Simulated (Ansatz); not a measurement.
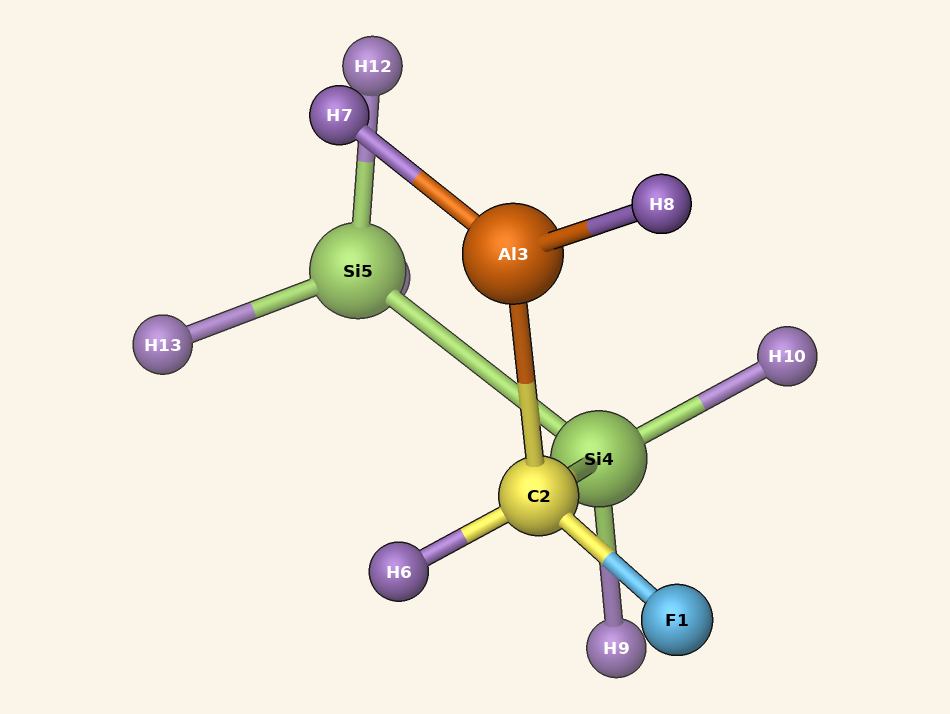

Si4 lies behind C2. The molecule seen a little off the C2–Si4 bond, C2 in front. Atoms fade into the background with distance from the viewer. The geometry was computed by an optimisation with PBE0-D4/def2-TZVP. No frequency run is at hand to confirm it as a minimum.

**What is the torsion angle Al3–C2–Si4–Si5? The sign is positive where the front bond must turn clockwise to cover the back bond.**

−59°, synclinal (gauche). The bonds about C2–Si4 are staggered.
